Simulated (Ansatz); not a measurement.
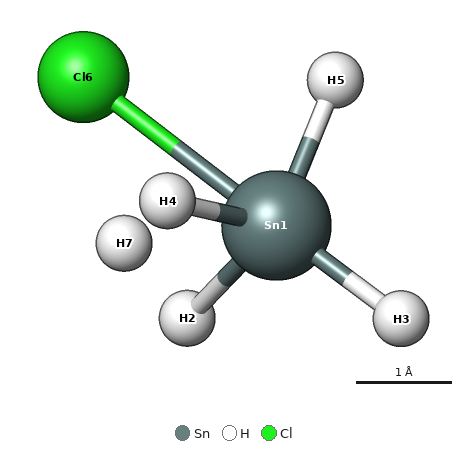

Fig. 1: The starting structure (ball-and-stick view, seen at a tilt; atoms are numbered from 1 in the order of the input). Sticks mark near contacts. Bond lengths as drawn: Cl–Sn 2.71 Å and H–Sn 1.74 to 2.09 Å.

**Geometry relaxation, with input and output: SnH5Cl (part 1 of 2)**

The run: geometry relaxation of SnH5Cl. Method and program: RKS B3LYP-D4/def2-SVP (Ansatz 0.2.0).

The input holds or restrains some coordinates. Forces given for the steps count only the free coordinates. It belongs to a series of runs on one base structure; here: pulled along the bonds that form and break, towards end B. Figures and captions count atoms from 1; the log counts them from 0 in places.

## Output
```
The last accepted step is kept in [file] (removed where the run ends without a failure and the disk answers)
Engine: ansatz 0.2.0, aarch64-unknown-linux-gnu
Functional definition: B3LYP
  parameter a0 = 0.2
  parameter ax = 0.72
  parameter ac = 0.81
  exchange = (1 - a0 - ax)*slater_x + ax*b88_x + a0*exact_x
  correlation = (1 - ac)*vwn_rpa_c + ac*lyp_c
817 factors; integrals over basis functions are off by at most 5.2e-4 eV
mean field evaluation 1: about -18429.2514 eV, gradient 2.1e1 eV
mean field evaluation 2: about -18421.8807 eV, gradient 5.0e1 eV
mean field evaluation 4: about -18430.6854 eV, gradient 1.6e0 eV
mean field evaluation 8: about -18430.6908 eV, gradient 5.6e-2 eV
mean field evaluation 16: about -18430.6908 eV, gradient 3.5e-5 eV
mean field -18430.69080141 eV, -677.3153941807 hartree, gradient 3.5e-5 eV, S^2 0.000000; 0 other end points of the search recorded, 0 dependent functions left out
the calculation of the forces begins
reference -18430.69104473 eV, -677.3154031227 hartree; 22, 22 occupied and 47, 47 virtual orbitals, 817 factors
relax step   1: F+E_penalty+E_count = -18430.91993654 eV  Δ(F+E_penalty+E_count) = +0.000e0 eV  max|allowed force component| = 1.809e0 eV/Å  E_restraint = 19.66665367 eV  max|allowed force component, restraints' pulls added| = 2.589e1 eV/Å  Δτ_max = 0.0000 Å  (26 SCF iters, accepted)
  distance Sn 0 - Cl 5 = 2.7099 Å
  distance H 6 - H 1 = 1.0358 Å
  distance Sn 0 - H 1 = 2.0900 Å
  distance H 6 - Cl 5 = 1.9722 Å
these checks for a lower state are left out or cut short: starts, cluster_reference, orbital_swaps, neighbouring_geometries, increment
817 factors; integrals over basis functions are off by at most 4.8e-4 eV
mean field -18431.15213725 eV, -677.3323479605 hartree, gradient 7.6e-6 eV, S^2 0.000000; 0 other end points of the search recorded, 0 dependent functions left out
the calculation of the forces begins
reference -18431.15238074 eV, -677.3323569085 hartree; 22, 22 occupied and 47, 47 virtual orbitals, 817 factors
relax step   2: F+E_penalty+E_count = -18431.35672431 eV  Δ(F+E_penalty+E_count) = -4.368e-1 eV  max|allowed force component| = 1.041e0 eV/Å  E_restraint = 7.04533032 eV  max|allowed force component, restraints' pulls added| = 1.444e1 eV/Å  Δτ_max = 0.1950 Å  (32 SCF iters, accepted)
  distance Sn 0 - Cl 5 = 2.6616 Å
  distance H 6 - H 1 = 0.8268 Å
  distance Sn 0 - H 1 = 2.4421 Å
  distance H 6 - Cl 5 = 2.2085 Å
these checks for a lower state are left out or cut short: starts, cluster_reference, orbital_swaps, neighbouring_geometries, increment
817 factors; integrals over basis functions are off by at most 3.0e-4 eV
mean field evaluation 32: about -18431.3888 eV, gradient 1.8e-5 eV
mean field -18431.38884728 eV, -677.3410468935 hartree, gradient 1.8e-5 eV, S^2 0.000000; 0 other end points of the search recorded, 0 dependent functions left out
the calculation of the forces begins
reference -18431.38908796 eV, -677.3410557383 hartree; 22, 22 occupied and 47, 47 virtual orbitals, 817 factors
relax step   3: F+E_penalty+E_count = -18431.58753714 eV  Δ(F+E_penalty+E_count) = -2.308e-1 eV  max|allowed force component| = 3.112e0 eV/Å  E_restraint = 0.91963215 eV  max|allowed force component, restraints' pulls added| = 6.120e0 eV/Å  Δτ_max = 0.1942 Å  (34 SCF iters, accepted)
  distance Sn 0 - Cl 5 = 2.5362 Å
  distance H 6 - H 1 = 0.6957 Å
  distance Sn 0 - H 1 = 2.7563 Å
  distance H 6 - Cl 5 = 2.4682 Å
these checks for a lower state are left out or cut short: starts, cluster_reference, orbital_swaps, neighbouring_geometries, increment
817 factors; integrals over basis functions are off by at most 3.3e-4 eV
mean field -18432.09712807 eV, -677.3670757323 hartree, gradient 1.6e-5 eV, S^2 0.000000; 0 other end points of the search recorded, 0 dependent functions left out
the calculation of the forces begins
reference -18432.09737233 eV, -677.3670847088 hartree; 22, 22 occupied and 47, 47 virtual orbitals, 817 factors
relax step   4: F+E_penalty+E_count = -18432.29276241 eV  Δ(F+E_penalty+E_count) = -7.052e-1 eV  max|allowed force component| = 3.344e0 eV/Å  E_restraint = 0.04411800 eV  max|allowed force component, restraints' pulls added| = 2.554e0 eV/Å  Δτ_max = 0.1947 Å  (28 SCF iters, accepted)
  distance Sn 0 - Cl 5 = 2.4507 Å
  distance H 6 - H 1 = 0.6882 Å
  distance Sn 0 - H 1 = 2.9284 Å
  distance H 6 - Cl 5 = 2.5511 Å
these checks for a lower state are left out or cut short: starts, cluster_reference, orbital_swaps, neighbouring_geometries, increment
817 factors; integrals over basis functions are off by at most 3.2e-4 eV
mean field -18432.63166647 eV, -677.3867196563 hartree, gradient 1.3e-5 eV, S^2 0.000000; 0 other end points of the search recorded, 0 dependent functions left out
the calculation of the forces begins
reference -18432.63191381 eV, -677.3867287459 hartree; 22, 22 occupied and 47, 47 virtual orbitals, 817 factors
relax step   5: F+E_penalty+E_count = -18432.82597496 eV  Δ(F+E_penalty+E_count) = -5.332e-1 eV  max|allowed force component| = 2.574e0 eV/Å  E_restraint = 0.03748004 eV  max|allowed force component, restraints' pulls added| = 1.227e0 eV/Å  Δτ_max = 0.1950 Å  (26 SCF iters, accepted)
  distance Sn 0 - Cl 5 = 2.4282 Å
  distance H 6 - H 1 = 0.7029 Å
  distance Sn 0 - H 1 = 2.9557 Å
  distance H 6 - Cl 5 = 2.5612 Å
these checks for a lower state are left out or cut short: starts, cluster_reference, orbital_swaps, neighbouring_geometries, increment
817 factors; integrals over basis functions are off by at most 3.3e-4 eV
mean field -18433.03642945 eV, -677.4015944216 hartree, gradient 9.7e-6 eV, S^2 0.000000; 0 other end points of the search recorded, 0 dependent functions left out
the calculation of the forces begins
reference -18433.03667555 eV, -677.4016034655 hartree; 22, 22 occupied and 47, 47 virtual orbitals, 817 factors
relax step   6: F+E_penalty+E_count = -18433.23047441 eV  Δ(F+E_penalty+E_count) = -4.045e-1 eV  max|allowed force component| = 1.478e0 eV/Å  E_restraint = 0.06945199 eV  max|allowed force component, restraints' pulls added| = 8.587e-1 eV/Å  Δτ_max = 0.1916 Å  (26 SCF iters, accepted)
  distance Sn 0 - Cl 5 = 2.4150 Å
  distance H 6 - H 1 = 0.7263 Å
  distance Sn 0 - H 1 = 2.9532 Å
  distance H 6 - Cl 5 = 2.5640 Å
these checks for a lower state are left out or cut short: starts, cluster_reference, orbital_swaps, neighbouring_geometries, increment
817 factors; integrals over basis functions are off by at most 3.3e-4 eV
mean field evaluation 64: about -18433.3128 eV, gradient 6.5e-6 eV
mean field -18433.31277192 eV, -677.4117498198 hartree, gradient 6.9e-6 eV, S^2 0.000000; 0 other end points of the search recorded, 0 dependent functions left out
the calculation of the forces begins
reference -18433.31301691 eV, -677.4117588231 hartree; 22, 22 occupied and 47, 47 virtual orbitals, 817 factors
relax step   7: F+E_penalty+E_count = -18433.50697168 eV  Δ(F+E_penalty+E_count) = -2.765e-1 eV  max|allowed force component| = 1.224e0 eV/Å  E_restraint = 0.07799195 eV  max|allowed force component, restraints' pulls added| = 1.107e0 eV/Å  Δτ_max = 0.1902 Å  (26 SCF iters, accepted)
  distance Sn 0 - Cl 5 = 2.4102 Å
  distance H 6 - H 1 = 0.7315 Å
  distance Sn 0 - H 1 = 2.9497 Å
  distance H 6 - Cl 5 = 2.5703 Å
these checks for a lower state are left out or cut short: starts, cluster_reference, orbital_swaps, neighbouring_geometries, increment
817 factors; integrals over basis functions are off by at most 3.3e-4 eV
mean field -18433.47189654 eV, -677.4175975418 hartree, gradient 2.3e-5 eV, S^2 0.000000; 0 other end points of the search recorded, 0 dependent functions left out
the calculation of the forces begins
reference -18433.47213951 eV, -677.4176064710 hartree; 22, 22 occupied and 47, 47 virtual orbitals, 817 factors
relax step   8: F+E_penalty+E_count = -18433.66649432 eV  Δ(F+E_penalty+E_count) = -1.595e-1 eV  max|allowed force component| = 1.609e0 eV/Å  E_restraint = 0.06060355 eV  max|allowed force component, restraints' pulls added| = 3.463e-1 eV/Å  Δτ_max = 0.1949 Å  (25 SCF iters, accepted)
  distance Sn 0 - Cl 5 = 2.4035 Å
  distance H 6 - H 1 = 0.7214 Å
  distance Sn 0 - H 1 = 2.9550 Å
  distance H 6 - Cl 5 = 2.5719 Å
these checks for a lower state are left out or cut short: starts, cluster_reference, orbital_swaps, neighbouring_geometries, increment
817 factors; integrals over basis functions are off by at most 3.3e-4 eV
mean field -18433.54101368 eV, -677.4201375499 hartree, gradient 2.6e-5 eV, S^2 0.000000; 0 other end points of the search recorded, 0 dependent functions left out
the calculation of the forces begins
reference -18433.54125731 eV, -677.4201465032 hartree; 22, 22 occupied and 47, 47 virtual orbitals, 817 factors
relax step   9: F+E_penalty+E_count = -18433.73588210 eV  Δ(F+E_penalty+E_count) = -6.939e-2 eV  max|allowed force component| = 1.670e0 eV/Å  E_restraint = 0.05563250 eV  max|allowed force component, restraints' pulls added| = 1.333e-1 eV/Å  Δτ_max = 0.1997 Å  (24 SCF iters, accepted)
  distance Sn 0 - Cl 5 = 2.4017 Å
  distance H 6 - H 1 = 0.7187 Å
  distance Sn 0 - H 1 = 2.9535 Å
  distance H 6 - Cl 5 = 2.5742 Å
817 factors; integrals over basis functions are off by at most 3.3e-4 eV
mean field evaluation 96: about -18433.5410 eV, gradient 4.9e-5 eV
```

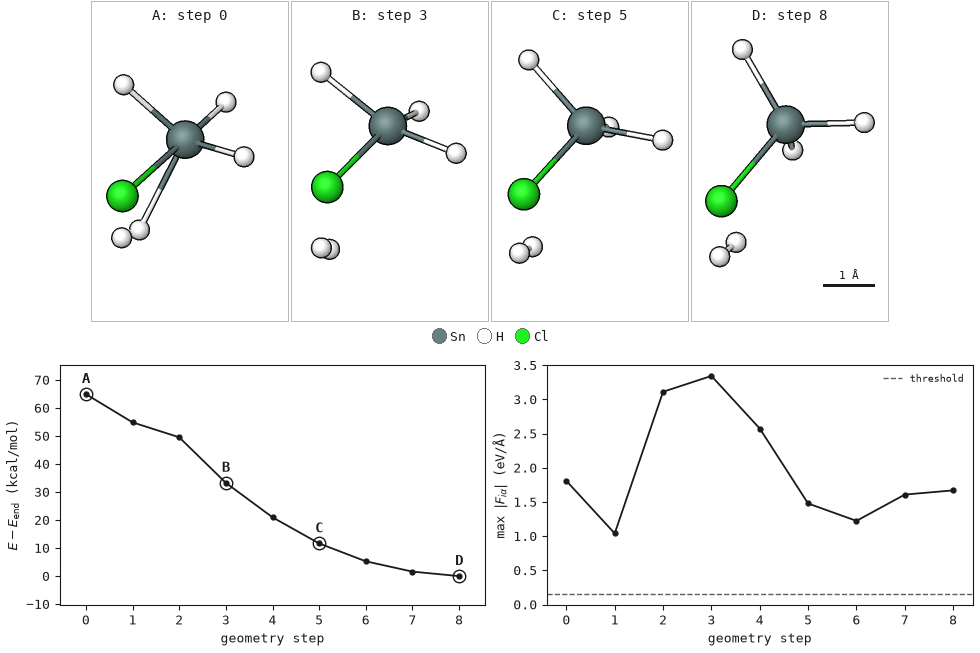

Fig. 2: Frames of the restrained relaxation (ball-and-stick view, seen at a tilt) above the curves, on which the letters mark them (the first geometry is step 0 here and step 1 in the log).

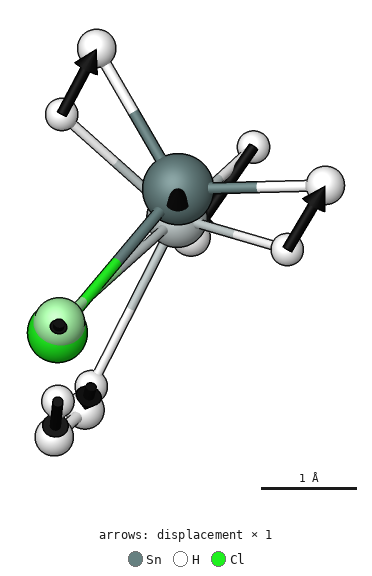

Fig. 3: Start (faint) and end (solid) with the displacements as black arrows, at true length (ball-and-stick view, seen at a tilt). The two geometries are laid on each other by the best rigid fit. H3 moves most after the best rigid fit: 1.20 Å. Largest moves by element: H 1.20 Å, Sn 0.69 Å, Cl 0.18 Å. Among the contacts that change: Sn1–H2 2.090 → 2.954 Å, H2–H7 1.036 → 0.719 Å, Sn1–Cl6 2.710 → 2.402 Å, Sn1–H4 1.739 → 1.714 Å. New bonds form: H2–H7 (1.04 → 0.72 Å). Among the angles that change: H3–Sn1–Cl6 178.9° → 113.6°, H4–Sn1–Cl6 70.0° → 104.5°, H4–Sn1–H5 109.5° → 114.2°. After 8 geometry steps the energy has fallen by 64.9 kcal/mol. The largest force component goes from 1.8 to 1.7 eV/Å. (Atoms are counted from 1 in the order of the input.)

```
mean field -18433.54101368 eV, -677.4201375499 hartree, gradient 2.6e-5 eV, S^2 0.000000; 1 other end points of the search recorded, 0 dependent functions left out
the calculation of the forces begins
reference -18433.54125731 eV, -677.4201465032 hartree; 22, 22 occupied and 47, 47 virtual orbitals, 817 factors
Total energy: -18433.73612573 eV, -677.4273077853 hartree
Atom 0 at    -0.518307     0.000000    -0.439603 Å, force    -0.167169    -0.000000    -0.201500 eV/Å
Atom 1 at     0.207499    -0.000000     2.423328 Å, force     1.670066    -0.000000    -0.143251 eV/Å
Atom 2 at     0.963667     0.000000     0.424009 Å, force    -0.109239     0.000000     0.025850 eV/Å
Atom 3 at    -0.660616     1.439296    -1.359072 Å, force    -0.034461    -0.020964    -0.038326 eV/Å
Atom 4 at    -0.660616    -1.439296    -1.359072 Å, force    -0.034461     0.020964    -0.038326 eV/Å
Atom 5 at    -2.456353     0.000000     0.978896 Å, force     0.169753     0.000000    -0.225015 eV/Å
Atom 6 at    -0.480972    -0.000000     2.629413 Å, force    -1.494488     0.000000     0.620566 eV/Å
Dipole moment:     0.402724    -0.000000    -0.298620 e Å
```
